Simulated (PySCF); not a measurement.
# CeCl3H3N (Ce(Cl)3(NH3)-): the cost of one run

Program: PySCF 2.14.0. Level of theory: several levels, as the steps say, no spin–orbit coupling. These are calculated values, not measurements.

1 further run of the same task is left out (for a known fault of the program).

### 1 The starting structure

8 atoms, charge -1, spin multiplicity 1.

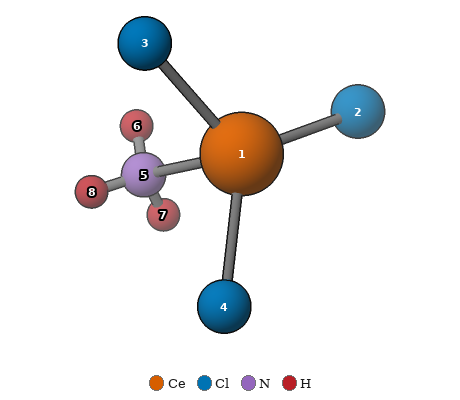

The structure; cerium orange, chlorine blue, nitrogen purple, hydrogen red; atoms are numbered from 1 in the order of the file.

Coordinates:

```xyz
8

Ce    0.0880   -0.0880    0.0880
Cl    1.2484    2.2003    1.2484
Cl   -2.2003   -1.2484    1.2484
Cl    1.2484   -1.2484   -2.2003
N    -1.5209    1.5209   -1.5209
H    -2.1223    2.1223   -0.9598
H    -0.9598    2.1223   -2.1223
H    -2.1223    0.9598   -2.1223
```

Formal oxidation states: Ce +2. Each metal's 2 4f electrons lie in its core potential, so multiplicities, spins and levels count the valence alone. For divalent La, Ce, Gd or Lu the extra electron is normally 5d or 6s, so this core forces an excited configuration. An earlier session relaxed this geometry at PBE0, Ce lcecp-0-SVP with ECP48, Cl def2-SVP, N def2-SVP, H def2-SVP (singlet, point group C3v).

At PBE0 on the finer grid: E = -1463.183407 Eh, frontier levels not given, since the 4f levels lie in the core, Mulliken charge on Ce1 +0.45 e, largest force component 0.005 eV/Å. 

Levels to run: BLYP; revPBE; PBE0, TZVP. Hardware: 2 threads of Arm Neoverse V2, shared host.

### 2 BLYP

Contents of run.py (the lines that set the calculation):

```python
mol = gto.M(atom='''
Ce     0.08798    -0.08798     0.08798
Cl     1.24836     2.20027     1.24836
Cl    -2.20027    -1.24836     1.24836
Cl     1.24836    -1.24836    -2.20027
N     -1.52088     1.52088    -1.52088
H     -2.12229     2.12229    -0.95983
H     -0.95983     2.12229    -2.12229
H     -2.12229     0.95983    -2.12229''',
    basis={'Ce': 'lcecp-0-SVP', 'Cl': 'def2-SVP', 'N': 'def2-SVP', 'H': 'def2-SVP'},
    ecp={'Ce': 'lcecp-0-SVP'},
    charge=-1, spin=0)
mf = dft.RKS(mol, xc='BLYP')
mf.grids.atom_grid = (75, 302)  # f atoms: unpruned, at least (60, 302)
mf = mf.density_fit()  # fitting sets: Ce AutoAux, Cl def2-universal-JKFIT, N def2-universal-JKFIT, H def2-universal-JKFIT
mf.conv_tol = 1e-08; mf.max_cycle = 55
mf.kernel(dm0)  # dm0: the density of the relaxed state
```

Run with:

```bash
OMP_NUM_THREADS=2 python run.py
```

**Question.** How long does this run take on 2 threads of Arm Neoverse V2, shared host?

About 6.9 s.
